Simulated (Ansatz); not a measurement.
# BHLYP/STO-3G run of InCl (SMILES [Cl][In])

What is the energy change on altering one bond length of InCl at BHLYP/STO-3G? 

The calculation is run with Ansatz 0.2.0.

47 further runs of the same task are left out: 4 that didn't finish, 43 set aside as unsound or not needed.

### 1 The system as given

InCl has 2 atoms, charge 0, and is taken as a singlet. As SMILES, `[Cl][In]`. The coordinates come from a PBE0-D4/def2-TZVP relaxation.

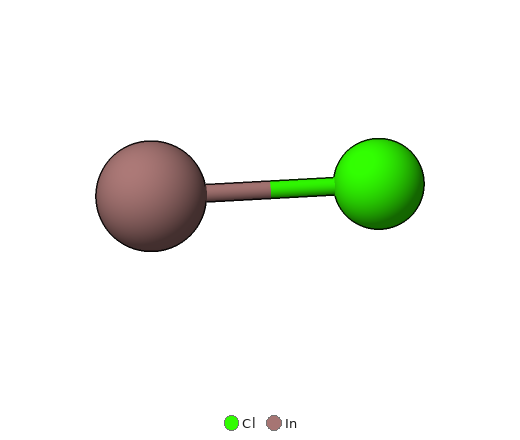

The structure, seen from a chosen angle (chlorine green, indium brown).

### 2 The energy at BHLYP/STO-3G

Input file run.yaml:

```yaml
crystal:
  periodic: [false, false, false]
  atoms:
    - {symbol: Cl, position_ang: [0.000000, -0.000000, -0.013930]}
    - {symbol: In, position_ang: [-0.000000, 0.000000, 2.399590]}
basis:
  gaussian: {orbitals: STO-3G}
hamiltonian: {xc: {name: BHLYP}}
total_charge: 0
accuracy: high
```

On the command line:

```sh
ansatz run run.yaml --threads 1 --pin off --max-ram 3480MiB --events-out events.jsonl --progress --plain --runs-dir runs
```

Standard output:

```text
Warning: RAYON_NUM_THREADS=1 ignored (pool sized by the plan → 1); use --threads N
Functional definition: BHLYP
  name "BHLYP"
  parameter a = 0.5
  exchange = (1 - a)*b88_x + a*exact_x
  correlation = lyp_c
635 factors; integrals over basis functions are off by at most 1.2e-8 eV
mean field evaluation 1: about -167084.8349 eV, gradient 9.8e0 eV
mean field evaluation 2: about -167085.5427 eV, gradient 5.5e0 eV
mean field evaluation 4: about -167085.7432 eV, gradient 3.6e-2 eV
mean field evaluation 8: about -167085.7578 eV, gradient 3.4e-4 eV
mean field -167085.75775387 eV, -6140.2883426603 hartree, gradient 9.5e-8 eV, S^2 0.000000; 0 other end points of the search recorded, 0 dependent functions left out
reference -167085.75777118 eV, -6140.2883432967 hartree; 33, 33 occupied and 3, 3 virtual orbitals, 635 factors
Total energy: -167085.75777118 eV, -6140.2883432967 hartree
```

It took 0.6 s on 1 thread of AMD EPYC 9R45 (Zen 5), shared host; peak memory 0.13 GiB.

### 3 The distorted shape at the same level

Input file run.yaml:

```yaml
crystal:
  periodic: [false, false, false]
  atoms:
    - {symbol: Cl, position_ang: [0.000000, -0.000000, -0.617310]}
    - {symbol: In, position_ang: [-0.000000, 0.000000, 2.399590]}
basis:
  gaussian: {orbitals: STO-3G}
total_charge: 0
magnetization: {spin_polarized: false}
hamiltonian: {xc: {name: BHLYP}}
accuracy: high
```

On the command line:

```sh
ansatz run run.yaml --threads 1 --pin off --max-ram 3480MiB --events-out events.jsonl --progress --plain --runs-dir runs
```

Standard output:

```text
Warning: RAYON_NUM_THREADS=1 ignored (pool sized by the plan → 1); use --threads N
Functional definition: BHLYP
  name "BHLYP"
  parameter a = 0.5
  exchange = (1 - a)*b88_x + a*exact_x
  correlation = lyp_c
623 factors; integrals over basis functions are off by at most 2.3e-8 eV
mean field evaluation 1: about -167082.5560 eV, gradient 9.3e0 eV
mean field evaluation 2: about -167082.8453 eV, gradient 1.3e1 eV
mean field evaluation 4: about -167084.0487 eV, gradient 1.5e-1 eV
mean field evaluation 8: about -167084.0561 eV, gradient 1.7e-3 eV
mean field evaluation 16: about -167084.0561 eV, gradient 2.5e-8 eV
mean field -167084.05606267 eV, -6140.2258066621 hartree, gradient 2.5e-8 eV, S^2 0.000000; 0 other end points of the search recorded, 0 dependent functions left out
reference -167084.05608091 eV, -6140.2258073326 hartree; 33, 33 occupied and 3, 3 virtual orbitals, 623 factors
Total energy: -167084.05608091 eV, -6140.2258073326 hartree
```

Wall time 0.66 s (1 thread of AMD EPYC 9R45 (Zen 5), shared host); peak memory 0.13 GiB.

### 4 Outcome

Level: BHLYP/STO-3G.

| quantity | value |
| --- | --- |
| first shape: total energy | -6140.28834 Eh |
| distorted shape: total energy | -6140.22581 Eh |
| energy change with the Cl1–In2 bond stretched from 2.414 to 3.017 Å | 1.702 eV |

With the Cl1–In2 bond stretched from 2.414 to 3.017 Å the energy rises by 1.70 eV (39 kcal/mol). The first shape isn't relaxed at this level, so the change isn't measured from a minimum. The minimal basis adds a large error of its own. Relativity is left out (first shape) although the molecule holds a heavy atom. Relativity is left out (distorted shape) although the molecule holds a heavy atom.
